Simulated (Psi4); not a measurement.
# HF/STO-3G run of InHF2 (SMILES [F][InH][F])

What is the energy change on altering one bond length of InHF2 at HF/STO-3G? Input form: a Python script.

The results are computed with Psi4 1.11.

2 further runs of the same task are left out: 2 set aside as unsound or not needed. Runs told in other sessions of the task aren't counted.

## (1) The molecule

The species is InHF2 (4 atoms), meant as a singlet with charge 0. As SMILES, `[F][InH][F]`. The coordinates come from a PBE0-D4/def2-TZVP relaxation.

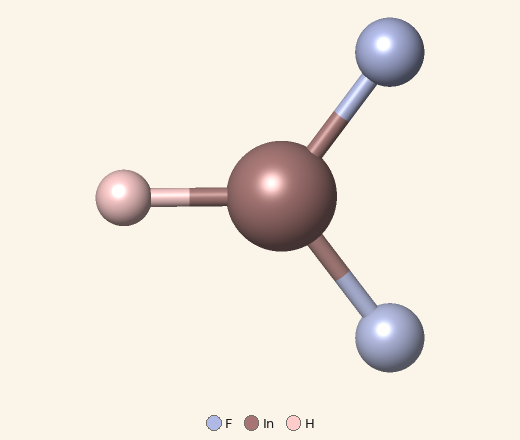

Viewed from a chosen angle; fluorine light blue, indium brown, hydrogen pink.

## (2) The energy at HF/STO-3G

run.py

```python
import psi4

psi4.set_memory(2200000000)
psi4.set_num_threads(1)
psi4.set_output_file('output.dat', False)

m = psi4.geometry("""
0 1
F
In 1 1.934534
F 2 1.934562 1 106.8052
H 2 1.681323 1 126.59953 3 179.99452
symmetry c1
""")

psi4.set_options({
    'basis': 'STO-3G',
    'puream': True,
    'e_convergence': 1e-09,
    'd_convergence': 1e-08,
    'scf_type': 'pk',
})

E, wfn = psi4.energy("scf", return_wfn=True)
psi4.oeprop(wfn, "WIBERG_LOWDIN_INDICES", "LOWDIN_CHARGES", "MAYER_INDICES", title="SCF")
print(f'scf energy: {E:.10f} Eh')
for k, v in sorted(psi4.core.scalar_variables().items()):
    print(f'{k:45s} {v:18.10f}')
```

On the command line:

```bash
$ python run.py
```

output.dat:

```text
[...]
  Running in c1 symmetry.
[...]
  Nuclear repulsion =  273.430719896774292
[...]
  Multiplicity = 1
[...]
  Nalpha       = 34
  Nbeta        = 34
[...]
    Number of basis functions: 38
[...]
   @RHF iter   1: -5879.42133723953793   -3.60048e+00   1.01790e-02 ADIIS/DIIS
[...]
   @RHF iter  10: -5879.52836080302404   -1.18234e-11   8.55809e-09 DIIS
[...]
    Orbital Energies [Eh]
    ---------------------
    Doubly Occupied:
       1A   -986.889083     2A   -146.025520     3A   -138.037572
       4A   -138.036100     5A   -138.035737     6A    -27.713975
       7A    -25.735258     8A    -25.735165     9A    -24.734104
      10A    -24.729289    11A    -24.728717    12A    -16.599783
      13A    -16.599548    14A    -16.598722    15A    -16.594132
      16A    -16.593792    17A     -4.257893    18A     -3.079495
      19A     -3.068968    20A     -3.066570    21A     -1.336148
      22A     -1.331282    23A     -0.580196    24A     -0.573153
      25A     -0.572630    26A     -0.570372    27A     -0.568764
      28A     -0.437627    29A     -0.398872    30A     -0.374555
      31A     -0.373308    32A     -0.344887    33A     -0.316319
      34A     -0.315898
[...]
  @RHF Final Energy: -5879.52836080302404
   => Energetics <=
    Nuclear Repulsion Energy =            273.4307198967742920
    One-Electron Energy =               -8696.0112961987288145
    Two-Electron Energy =                2543.0522154989298542
    Total Energy =                      -5879.5283608030240430
[...]
 Multipole Moments:
 ------------------------------------------------------------------------------------
     Multipole            Electronic (a.u.)      Nuclear  (a.u.)        Total (a.u.)
 ------------------------------------------------------------------------------------
 L = 1.  Multiply by 2.5417464519 to convert [e a0] to [Debye]
 Dipole X            :         -0.0002255            0.0001353           -0.0000902
 Dipole Y            :          1.2819954           -0.7062133            0.5757821
 Dipole Z            :          0.9518111           -0.5243169            0.4274942
 Magnitude           :                                                    0.7171306
[...]
```

On the terminal:

```text
scf energy: -5879.5283608030 Eh
CURRENT ENERGY                                  -5879.5283608030
CURRENT REFERENCE ENERGY                        -5879.5283608030
DD SOLVATION ENERGY                                 0.0000000000
HF KINETIC ENERGY                                5877.9497680929
HF POTENTIAL ENERGY                            -11757.4781288960
HF TOTAL ENERGY                                 -5879.5283608030
HF VIRIAL RATIO                                     2.0002685618
NUCLEAR REPULSION ENERGY                          273.4307198968
ONE-ELECTRON ENERGY                             -8696.0112961987
PCM POLARIZATION ENERGY                             0.0000000000
PE ENERGY                                           0.0000000000
SCF ITERATION ENERGY                            -5879.5283608030
SCF ITERATIONS                                     10.0000000000
SCF TOTAL ENERGY                                -5879.5283608030
TWO-ELECTRON ENERGY                              2543.0522154989
```

Run time: 2.3 s. Hardware: 1 thread of Intel Xeon Platinum 8259CL at 2.50GHz (Skylake/Cascade Lake), shared host; peak memory 0.18 GiB.

## (3) The distorted shape: energy and forces at HF/STO-3G

calc.py

```python
import psi4

psi4.set_memory(2200000000)
psi4.set_num_threads(1)
psi4.core.set_output_file('run.log', False)

m = psi4.geometry("""
F     -1.855103    -1.361613     0.689908
In    -0.117003    -0.579013     0.359808
F      1.179997    -1.697513     1.259408
H      0.365400     1.499400    -0.984800
symmetry c1
no_reorient
no_com
""")

psi4.set_options({
    'reference': 'rhf',
    'puream': True,
    'e_convergence': 1e-09,
    'd_convergence': 1e-08,
    'scf_type': 'pk',
})

e_tot, wfn = psi4.gradient("hf/STO-3G", molecule=m, return_wfn=True)
psi4.oeprop(wfn, "LOWDIN_CHARGES", "WIBERG_LOWDIN_INDICES", "DIPOLE")
print('gradient / Eh bohr^-1')
print(e_tot.np.round(6))
print(f'energy = {wfn.energy():.10f} Eh')
for k, v in sorted(psi4.core.scalar_variables().items()):
    print(f'{k:45s} {v:18.10f}')
```

On the command line:

```bash
$ python calc.py
```

run.log:

```text
[...]
  Running in c1 symmetry.
[...]
  Nuclear repulsion =  267.730272956730118
[...]
  Multiplicity = 1
[...]
  Nalpha       = 34
  Nbeta        = 34
[...]
    Number of basis functions: 38
[...]
   @RHF iter   1: -5879.15892538493426   -3.56811e+00   1.08370e-02 DIIS/ADIIS
[...]
   @RHF iter  11: -5879.39876346218989    2.72848e-12   4.62707e-09 DIIS
[...]
    Orbital Energies [Eh]
    ---------------------
    Doubly Occupied:
       1A   -986.873707     2A   -146.010340     3A   -138.022089
       4A   -138.020849     5A   -138.020726     6A    -27.701980
       7A    -25.748872     8A    -25.748784     9A    -24.721675
      10A    -24.717386    11A    -24.717378    12A    -16.587482
      13A    -16.586830    14A    -16.586733    15A    -16.583131
      16A    -16.582548    17A     -4.256179    18A     -3.077963
      19A     -3.067902    20A     -3.065955    21A     -1.345633
      22A     -1.340944    23A     -0.572540    24A     -0.570483
      25A     -0.568309    26A     -0.568270    27A     -0.562020
      28A     -0.419385    29A     -0.383416    30A     -0.381537
      31A     -0.381368    32A     -0.355721    33A     -0.324951
      34A     -0.250984
[...]
  @RHF Final Energy: -5879.39876346218989
   => Energetics <=
    Nuclear Repulsion Energy =            267.7302729567301185
    One-Electron Energy =               -8684.8099332061465248
    Two-Electron Energy =                2537.6808967872252651
    Total Energy =                      -5879.3987634621898906
[...]
  -Total Gradient:
     Atom            X                  Y                   Z
    ------   -----------------  -----------------  -----------------
       1       -0.026413210219    -0.015470132003     0.007423100387
       2       -0.011360458204    -0.048896526231     0.031639103828
       3        0.018098330740    -0.020400065367     0.015777686807
       4        0.019675337894     0.084766723616    -0.054839891312
[...]
 Multipole Moments:
 ------------------------------------------------------------------------------------
     Multipole            Electronic (a.u.)      Nuclear  (a.u.)        Total (a.u.)
 ------------------------------------------------------------------------------------
 L = 1.  Multiply by 2.5417464519 to convert [e a0] to [Debye]
 Dipole X            :         21.7047040          -21.6254608            0.0792432
 Dipole Y            :        103.1512884         -102.8093612            0.3419272
 Dipole Z            :        -64.8301015           64.6090484           -0.2210531
 Magnitude           :                                                    0.4147990
[...]
```

On the terminal:

```text
gradient / Eh bohr^-1
[[-0.026413 -0.01547   0.007423]
 [-0.01136  -0.048897  0.031639]
 [ 0.018098 -0.0204    0.015778]
 [ 0.019675  0.084767 -0.05484 ]]
energy = -5879.3987634622 Eh
CURRENT ENERGY                                  -5879.3987634622
CURRENT REFERENCE ENERGY                        -5879.3987634622
DD SOLVATION ENERGY                                 0.0000000000
HF KINETIC ENERGY                                5878.3014787113
HF POTENTIAL ENERGY                            -11757.7002421735
HF TOTAL ENERGY                                 -5879.3987634622
HF VIRIAL RATIO                                     2.0001866670
NUCLEAR REPULSION ENERGY                          267.7302729567
ONE-ELECTRON ENERGY                             -8684.8099332061
PCM POLARIZATION ENERGY                             0.0000000000
PE ENERGY                                           0.0000000000
SCF ITERATION ENERGY                            -5879.3987634622
SCF ITERATIONS                                     11.0000000000
SCF TOTAL ENERGY                                -5879.3987634622
TWO-ELECTRON ENERGY                              2537.6808967872
```

Run time: 3.3 s. Hardware: 1 thread of Intel Xeon Platinum 8259CL at 2.50GHz (Skylake/Cascade Lake), shared host; peak memory 0.19 GiB.

## (4) What came out

Level: HF/STO-3G.

| quantity | value |
| --- | --- |
| first shape: total energy | -5879.52836 Eh |
| first shape: dipole moment | 1.82 D |
| first shape: HOMO energy | -8.60 eV |
| first shape: LUMO energy | 6.19 eV |
| first shape: HOMO–LUMO gap | 14.79 eV |
| distorted shape: total energy | -5879.39876 Eh |
| distorted shape: dipole moment | 1.05 D |
| distorted shape: HOMO energy | -6.83 eV |
| distorted shape: LUMO energy | 5.19 eV |
| distorted shape: HOMO–LUMO gap | 12.02 eV |
| distorted shape: largest force on an atom | 5.289 eV/Å |
| energy change with the In2–H4 bond stretched from 1.681 to 2.522 Å | 3.527 eV |

With the In2–H4 bond stretched from 1.681 to 2.522 Å the energy rises by 3.53 eV (81 kcal/mol). The first shape isn't relaxed at this level, so the change isn't measured from a minimum. The minimal basis adds a large error of its own. Relativity is left out (first shape) although the molecule holds a heavy atom. With no_com the log's rotational constants are taken about the origin, not the centre of mass, so they aren't the molecule's. Relativity is left out (distorted shape) although the molecule holds a heavy atom.
